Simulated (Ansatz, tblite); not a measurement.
**(H2In-mu-AsH2)2 (In2As2H8): removing an electron**

Aim: the energy of removing an electron for (H2In-mu-AsH2)2 (In2As2H8), by energy differences, and how well orbital energies stand in for it.

Method: as each input shows; program: Ansatz 0.2.0, Gaussian basis.

Levels to be run: charge +1 doublet, at the geometry of the singlet (PBE0-D4/def2-TZVP, PBE-D4/def2-TZVP, LC-ωPBE/def2-TZVP, LC-ωPBE(0.10)/def2-SVP, LC-ωPBE(0.15)/def2-SVP, LC-ωPBE(0.20)/def2-SVP, LC-ωPBE(0.30)/def2-SVP); charge +1 doublet, relaxed (PBE0-D4/def2-TZVP, PBE-D4/def2-TZVP); the starting singlet's energies come from earlier runs.

3 further runs of the same task are left out: 3 set aside as unsound or not needed.

**1. The relaxed structure**

The geometry is that of the singlet, from an earlier relaxation (PBE0-D4/def2-SVP).

12 atoms, charge 0, spin multiplicity 1.

Atoms are counted from 1 here; the program's logs count them from 0.

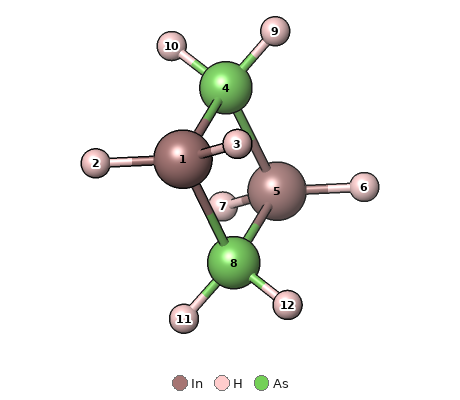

The structure; indium brown, hydrogen pink, arsenic green; atoms are numbered from 1 in the order of the file.

In takes a core potential in the def2 sets. No spin-orbit coupling is included.

**2. Charge +1 doublet at the fixed geometry, PBE0-D4/def2-TZVP**

Contents of in.yaml:

```yaml
crystal:
  periodic: [false, false, false]
  atoms:
    - {symbol: In, position_ang: [1.172289, -0.773577, 1.548890]}
    - {symbol: H, position_ang: [2.516661, 0.201582, 2.005620]}
    - {symbol: H, position_ang: [0.646147, -2.290024, 2.173717]}
    - {symbol: As, position_ang: [1.005943, -0.832901, -1.176704]}
    - {symbol: In, position_ang: [-1.175908, 0.768760, -1.548551]}
    - {symbol: H, position_ang: [-2.518494, -0.211154, -2.000246]}
    - {symbol: H, position_ang: [-0.655076, 2.285091, -2.178144]}
    - {symbol: As, position_ang: [-1.004575, 0.834785, 1.176595]}
    - {symbol: H, position_ang: [0.894814, -2.212775, -1.778587]}
    - {symbol: H, position_ang: [2.253303, -0.383160, -1.898183]}
    - {symbol: H, position_ang: [-0.882428, 2.216687, 1.771670]}
    - {symbol: H, position_ang: [-2.252676, 0.396697, 1.903923]}
basis:
  gaussian: {orbitals: def2-TZVP}
total_charge: 1
magnetization: {spin_polarized: true, initial_magnetization: 1}
hamiltonian: {xc: pbe0, dispersion: d4}
scf: {omitted_lower_state_checks: [starts]}
output: {orbitals: {seedname: orbitals}}
```

Command:

```bash
ansatz run in.yaml --threads 2 --pin off --events-out ev --progress --plain --max-ram 22528MiB --backend cpu
```

Output:

```text
Functional definition: PBE0
  name "PBE0"
  cite "Adamo & Barone, J. Chem. Phys. 110, 6158 (1999) doi:10.1063/1.478522"
  cite "Perdew, Burke & Ernzerhof, Phys. Rev. Lett. 77, 3865 (1996) doi:10.1103/PhysRevLett.77.3865"
  parent pbe
  parameter a = 0.25
  parameter kappa = 0.804
  parameter beta = 0.06672455060314922
  exchange = (1 - a)*pbe_x(kappa = kappa, mu = beta*pi^2/3) + a*exact_x
  correlation = pbe_c(beta = beta)
these checks for a lower state are left out or cut short: starts
2160 factors; their error is unknown
mean field evaluation 1: about -132135.9770 eV, gradient 1.5e1 eV
mean field evaluation 2: about -132136.4154 eV, gradient 1.3e1 eV
mean field evaluation 4: about -132137.1622 eV, gradient 7.2e-1 eV
mean field evaluation 8: about -132137.7489 eV, gradient 4.1e-1 eV
mean field evaluation 16: about -132137.7492 eV, gradient 8.5e-5 eV
mean field -132137.74923390 eV, -4855.9727181627 hartree, gradient 1.3e-5 eV, S^2 0.757267; 0 other end points of the search recorded, 0 dependent functions left out
reference -132137.74928081 eV, -4855.9727198866 hartree; 58, 57 occupied and 186, 187 virtual orbitals, 2160 factors
Total energy: -132138.05684872 eV, -4855.9840227985 hartree
Checks for a lower state left out: starts
```

Run time: 27 s. Hardware: 2 threads of AMD EPYC 7R13, shared host; peak memory 1.6 GiB.

Report: HOMO -11.48 eV, LUMO -10.12 eV (over both spins); ⟨S²⟩ 0.757 (pure: 0.75).

**3. Charge +1 doublet at the fixed geometry, PBE-D4/def2-TZVP**

start.molden holds the orbitals of an earlier run on this state, given as this run's starting guess.

Changes to in.yaml since step 2:

```diff
@@ -16,6 +16,6 @@
 basis:
-  gaussian: {orbitals: def2-TZVP}
+  gaussian: {orbitals: def2-TZVP, initial_orbitals: start.molden}
 total_charge: 1
 magnetization: {spin_polarized: true, initial_magnetization: 1}
-hamiltonian: {xc: pbe0, dispersion: d4}
+hamiltonian: {xc: pbe, dispersion: d4}
 scf: {omitted_lower_state_checks: [starts]}
```

The command is unchanged.

Output:

```text
Functional definition: PBE
  name "PBE"
  cite "Perdew, Burke & Ernzerhof, Phys. Rev. Lett. 77, 3865 (1996) doi:10.1103/PhysRevLett.77.3865"
  parent pbe
  parameter kappa = 0.804
  parameter beta = 0.06672455060314922
  exchange = pbe_x(kappa = kappa, mu = beta*pi^2/3)
  correlation = pbe_c(beta = beta)
these checks for a lower state are left out or cut short: starts
1874 factors; their error is unknown
mean field evaluation 1: about -132134.0262 eV, gradient 9.0e0 eV
mean field evaluation 2: about -132134.2075 eV, gradient 2.2e-1 eV
mean field evaluation 4: about -132134.2018 eV, gradient 1.1e-3 eV
mean field -132134.20179892 eV, -4855.8423523314 hartree, gradient 1.2e-5 eV, S^2 0.752248; 0 other end points of the search recorded, 0 dependent functions left out
reference -132134.20186557 eV, -4855.8423547809 hartree; 58, 57 occupied and 186, 187 virtual orbitals, 1874 factors
Total energy: -132134.55440241 eV, -4855.8553102706 hartree
Checks for a lower state left out: starts
```

Run time: 9 s. Hardware: 2 threads of AMD EPYC 7R13, shared host.

HOMO -10.80 eV, LUMO -10.47 eV (over both spins); ⟨S²⟩ 0.752 (pure: 0.75).

**4. Charge +1 doublet at the fixed geometry, LC-ωPBE/def2-TZVP**

Changes to in.yaml since step 3:

```diff
@@ -19,3 +19,3 @@
 magnetization: {spin_polarized: true, initial_magnetization: 1}
-hamiltonian: {xc: pbe, dispersion: d4}
+hamiltonian: {xc: {name: LC-wPBE}}
 scf: {omitted_lower_state_checks: [starts]}
```

Same command.

Output:

```text
Functional definition: LC-wPBE
  name "LC-wPBE"
  cite "Vydrov & Scuseria, J. Chem. Phys. 125, 234109 (2006) doi:10.1063/1.2409292"
  cite "Heyd & Scuseria, J. Chem. Phys. 120, 7274 (2004) doi:10.1063/1.1668634"
  cite "Ernzerhof & Perdew, J. Chem. Phys. 109, 3313 (1998) doi:10.1063/1.476928"
  cite "Perdew, Burke & Ernzerhof, Phys. Rev. Lett. 77, 3865 (1996) doi:10.1103/PhysRevLett.77.3865"
  parent pbe
  parameter omega = 0.4/bohr
  exchange = pbe_x_sr(omega) + exact_x_lr(omega)
  correlation = pbe_c
these checks for a lower state are left out or cut short: starts
1874 factors; their error is unknown
641 factors; integrals over basis functions are off by at most 2.0e-5 eV
mean field evaluation 1: about -132137.4545 eV, gradient 8.0e0 eV
mean field evaluation 2: about -132137.6714 eV, gradient 2.6e-1 eV
mean field evaluation 4: about -132137.6628 eV, gradient 1.9e-3 eV
mean field evaluation 8: about -132137.8336 eV, gradient 1.5e-2 eV
mean field -132137.83327179 eV, -4855.9758064981 hartree, gradient 2.0e-5 eV, S^2 0.761123; 0 other end points of the search recorded, 0 dependent functions left out
reference -132137.83327180 eV, -4855.9758064984 hartree; 58, 57 occupied and 186, 187 virtual orbitals, 1874 factors
Total energy: -132137.83327180 eV, -4855.9758064984 hartree
Checks for a lower state left out: starts
```

Wall time 32 s (2 threads of AMD EPYC 7R13, shared host); peak memory 1.4 GiB.

Report: HOMO -13.61 eV, LUMO -8.34 eV (over both spins); ⟨S²⟩ 0.761 (pure: 0.75).

**5. Charge +1 doublet at the fixed geometry, LC-ωPBE(0.10)/def2-SVP**

Changes to in.yaml since step 4:

```diff
@@ -16,6 +16,6 @@
 basis:
-  gaussian: {orbitals: def2-TZVP, initial_orbitals: start.molden}
+  gaussian: {orbitals: def2-SVP, initial_orbitals: start.molden}
 total_charge: 1
 magnetization: {spin_polarized: true, initial_magnetization: 1}
-hamiltonian: {xc: {name: LC-wPBE}}
+hamiltonian: {xc: {name: LC-wPBE, parameters: {omega: 0.1/bohr}}}
 scf: {omitted_lower_state_checks: [starts]}
```

Same command.

Output:

```text
Functional definition: LC-wPBE
  name "LC-wPBE"
  cite "Vydrov & Scuseria, J. Chem. Phys. 125, 234109 (2006) doi:10.1063/1.2409292"
  cite "Heyd & Scuseria, J. Chem. Phys. 120, 7274 (2004) doi:10.1063/1.1668634"
  cite "Ernzerhof & Perdew, J. Chem. Phys. 109, 3313 (1998) doi:10.1063/1.476928"
  cite "Perdew, Burke & Ernzerhof, Phys. Rev. Lett. 77, 3865 (1996) doi:10.1103/PhysRevLett.77.3865"
  parent pbe
  parameter omega = 0.4/bohr
  exchange = pbe_x_sr(omega) + exact_x_lr(omega)
  correlation = pbe_c
  with omega = 0.1/bohr from the input
these checks for a lower state are left out or cut short: starts
1822 factors; their error is unknown
116 factors; integrals over basis functions are off by at most 2.6e-7 eV
mean field evaluation 1: about -132118.0707 eV, gradient 2.6e1 eV
mean field evaluation 2: about -132118.5009 eV, gradient 5.8e-1 eV
mean field evaluation 4: about -132118.4231 eV, gradient 6.2e-2 eV
mean field evaluation 8: about -132118.4231 eV, gradient 2.0e-5 eV
mean field -132118.42312038 eV, -4855.2624965903 hartree, gradient 2.0e-5 eV, S^2 0.753025; 0 other end points of the search recorded, 0 dependent functions left out
reference -132118.42312059 eV, -4855.2624965979 hartree; 58, 57 occupied and 98, 99 virtual orbitals, 1822 factors
Total energy: -132118.42312059 eV, -4855.2624965979 hartree
Checks for a lower state left out: starts
```

Run time: 9 s. Hardware: 2 threads of AMD EPYC 7R13, shared host.

From the report: HOMO -12.16 eV, LUMO -9.21 eV (over both spins); ⟨S²⟩ 0.753 (pure: 0.75).

**6. Charge +1 doublet at the fixed geometry, LC-ωPBE(0.15)/def2-SVP**

Changes to in.yaml since step 5:

```diff
@@ -19,3 +19,3 @@
 magnetization: {spin_polarized: true, initial_magnetization: 1}
-hamiltonian: {xc: {name: LC-wPBE, parameters: {omega: 0.1/bohr}}}
+hamiltonian: {xc: {name: LC-wPBE, parameters: {omega: 0.15/bohr}}}
 scf: {omitted_lower_state_checks: [starts]}
```

Same command.

Output:

```text
Functional definition: LC-wPBE
  name "LC-wPBE"
  cite "Vydrov & Scuseria, J. Chem. Phys. 125, 234109 (2006) doi:10.1063/1.2409292"
  cite "Heyd & Scuseria, J. Chem. Phys. 120, 7274 (2004) doi:10.1063/1.1668634"
  cite "Ernzerhof & Perdew, J. Chem. Phys. 109, 3313 (1998) doi:10.1063/1.476928"
  cite "Perdew, Burke & Ernzerhof, Phys. Rev. Lett. 77, 3865 (1996) doi:10.1103/PhysRevLett.77.3865"
  parent pbe
  parameter omega = 0.4/bohr
  exchange = pbe_x_sr(omega) + exact_x_lr(omega)
  correlation = pbe_c
  with omega = 0.15/bohr from the input
these checks for a lower state are left out or cut short: starts
1822 factors; their error is unknown
223 factors; integrals over basis functions are off by at most 6.4e-7 eV
mean field evaluation 1: about -132118.5398 eV, gradient 2.6e1 eV
mean field evaluation 2: about -132118.9377 eV, gradient 5.0e-1 eV
mean field evaluation 4: about -132118.8630 eV, gradient 6.3e-2 eV
mean field evaluation 8: about -132118.8630 eV, gradient 2.2e-5 eV
mean field -132118.86301441 eV, -4855.2786623979 hartree, gradient 2.2e-5 eV, S^2 0.754950; 0 other end points of the search recorded, 0 dependent functions left out
reference -132118.86301450 eV, -4855.2786624010 hartree; 58, 57 occupied and 98, 99 virtual orbitals, 1822 factors
Total energy: -132118.86301450 eV, -4855.2786624010 hartree
Checks for a lower state left out: starts
```

Wall time 7 s (2 threads of AMD EPYC 7R13, shared host).

Report: HOMO -12.58 eV, LUMO -8.91 eV (over both spins); ⟨S²⟩ 0.755 (pure: 0.75).

**7. Charge +1 doublet at the fixed geometry, LC-ωPBE(0.20)/def2-SVP**

Changes to in.yaml since step 6:

```diff
@@ -19,3 +19,3 @@
 magnetization: {spin_polarized: true, initial_magnetization: 1}
-hamiltonian: {xc: {name: LC-wPBE, parameters: {omega: 0.15/bohr}}}
+hamiltonian: {xc: {name: LC-wPBE, parameters: {omega: 0.2/bohr}}}
 scf: {omitted_lower_state_checks: [starts]}
```

Launched as before.

Output:

```text
Functional definition: LC-wPBE
  name "LC-wPBE"
  cite "Vydrov & Scuseria, J. Chem. Phys. 125, 234109 (2006) doi:10.1063/1.2409292"
  cite "Heyd & Scuseria, J. Chem. Phys. 120, 7274 (2004) doi:10.1063/1.1668634"
  cite "Ernzerhof & Perdew, J. Chem. Phys. 109, 3313 (1998) doi:10.1063/1.476928"
  cite "Perdew, Burke & Ernzerhof, Phys. Rev. Lett. 77, 3865 (1996) doi:10.1103/PhysRevLett.77.3865"
  parent pbe
  parameter omega = 0.4/bohr
  exchange = pbe_x_sr(omega) + exact_x_lr(omega)
  correlation = pbe_c
  with omega = 0.2/bohr from the input
these checks for a lower state are left out or cut short: starts
1822 factors; their error is unknown
260 factors; integrals over basis functions are off by at most 1.6e-6 eV
mean field evaluation 1: about -132119.0942 eV, gradient 2.6e1 eV
mean field evaluation 2: about -132119.4716 eV, gradient 4.5e-1 eV
mean field evaluation 4: about -132119.3962 eV, gradient 6.3e-2 eV
mean field evaluation 8: about -132119.3962 eV, gradient 2.5e-5 eV
mean field -132119.39622088 eV, -4855.2982573742 hartree, gradient 2.5e-5 eV, S^2 0.757699; 0 other end points of the search recorded, 0 dependent functions left out
reference -132119.39622093 eV, -4855.2982573758 hartree; 58, 57 occupied and 98, 99 virtual orbitals, 1822 factors
Total energy: -132119.39622093 eV, -4855.2982573758 hartree
Checks for a lower state left out: starts
```

Run time: 15 s. Hardware: 2 threads of AMD EPYC 7R13, shared host; peak memory 0.7 GiB.

From the report: HOMO -12.86 eV, LUMO -8.78 eV (over both spins); ⟨S²⟩ 0.758 (pure: 0.75).

**8. Charge +1 doublet at the fixed geometry, LC-ωPBE(0.30)/def2-SVP**

Changes to in.yaml since step 7:

```diff
@@ -19,3 +19,3 @@
 magnetization: {spin_polarized: true, initial_magnetization: 1}
-hamiltonian: {xc: {name: LC-wPBE, parameters: {omega: 0.2/bohr}}}
+hamiltonian: {xc: {name: LC-wPBE, parameters: {omega: 0.3/bohr}}}
 scf: {omitted_lower_state_checks: [starts]}
```

Launched as before.

Output:

```text
Functional definition: LC-wPBE
  name "LC-wPBE"
  cite "Vydrov & Scuseria, J. Chem. Phys. 125, 234109 (2006) doi:10.1063/1.2409292"
  cite "Heyd & Scuseria, J. Chem. Phys. 120, 7274 (2004) doi:10.1063/1.1668634"
  cite "Ernzerhof & Perdew, J. Chem. Phys. 109, 3313 (1998) doi:10.1063/1.476928"
  cite "Perdew, Burke & Ernzerhof, Phys. Rev. Lett. 77, 3865 (1996) doi:10.1103/PhysRevLett.77.3865"
  parent pbe
  parameter omega = 0.4/bohr
  exchange = pbe_x_sr(omega) + exact_x_lr(omega)
  correlation = pbe_c
  with omega = 0.3/bohr from the input
these checks for a lower state are left out or cut short: starts
1822 factors; their error is unknown
480 factors; integrals over basis functions are off by at most 5.2e-6 eV
mean field evaluation 1: about -132120.3524 eV, gradient 2.6e1 eV
mean field evaluation 2: about -132120.7423 eV, gradient 5.3e-1 eV
mean field evaluation 4: about -132120.6692 eV, gradient 6.5e-2 eV
mean field evaluation 8: about -132120.6889 eV, gradient 5.8e-3 eV
mean field -132120.68885747 eV, -4855.3457608927 hartree, gradient 3.3e-6 eV, S^2 0.762205; 0 other end points of the search recorded, 0 dependent functions left out
reference -132120.68885749 eV, -4855.3457608934 hartree; 58, 57 occupied and 98, 99 virtual orbitals, 1822 factors
Total energy: -132120.68885749 eV, -4855.3457608934 hartree
Checks for a lower state left out: starts
```

Run time: 19 s. Hardware: 2 threads of AMD EPYC 7R13, shared host; peak memory 0.88 GiB.

Report: HOMO -13.23 eV, LUMO -8.63 eV (over both spins); ⟨S²⟩ 0.762 (pure: 0.75).

**9. Vertical ionisation energy**

Charged state less starting state, singlet to doublet; the starting state's energies are those of its earlier runs.

```
            level  vertical ionisation energy (eV)  time
 PBE-D4/def2-TZVP                            +8.29  14 s
PBE0-D4/def2-TZVP                            +8.61  43 s
LC-ωPBE/def2-TZVP                            +8.95  39 s
```

Times add the two runs; a level without a time comes out of a correlated run.

Beside −ε(HOMO) of the starting state:

```
            level  −ε(HOMO) (eV)  by difference (eV)  mismatch (eV)
 PBE-D4/def2-TZVP           6.05                8.29          -2.24
PBE0-D4/def2-TZVP           7.03                8.61          -1.58
LC-ωPBE/def2-TZVP           9.45                8.95          +0.50
```

Tuning ω of LC-ωPBE, so that −ε(HOMO) meets the ionisation energy:

```
ω (1/bohr)  −ε(HOMO) (eV)  by difference (eV)
       0.1           7.38                8.29
      0.15           7.91                8.41
       0.2           8.34                8.56
       0.3           8.98                8.85
```

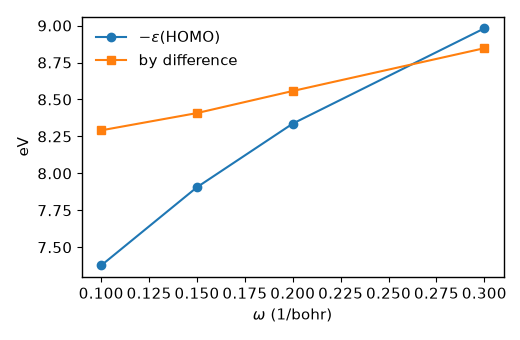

Both estimates against ω; the tuned value is where they cross.

(Part 1 of 2 ends here.)
